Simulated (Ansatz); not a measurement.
A computed series for NbN: pressure series

Take NbN in the rock salt structure (space group Fm-3m, No. 225; a = 4.4212 Å) as the base.

Cell and atoms are relaxed at each pressure.

Method: PBE in Ansatz (plane waves to 420 eV, PAW, spin-orbit coupling left out), earlier PAW set.

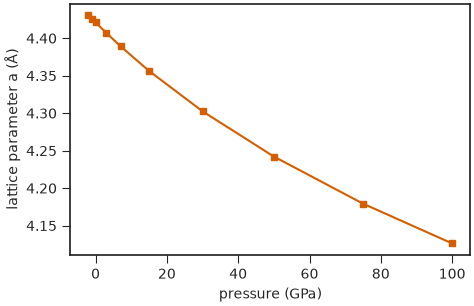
Figure. Lattice parameter a against pressure

| pressure (GPa) | lattice parameter a |
|---|---|
| -2 | 8.373 bohr |
| -1 | 8.364 bohr |
| 3 | 8.328 bohr |
| 7 | 8.295 bohr |
| 15 | 8.232 bohr |
| 30 | 8.131 bohr |
| 50 | 8.016 bohr |
| 75 | 7.898 bohr |
| 100 | 7.797 bohr |

Load acts through the strain it causes; cell and atoms are relaxed under it. Stability against distortions was not tested. Competing high-pressure phases were not computed. The final runs are not spin-polarised.

Ansatz is an electronic-structure program.
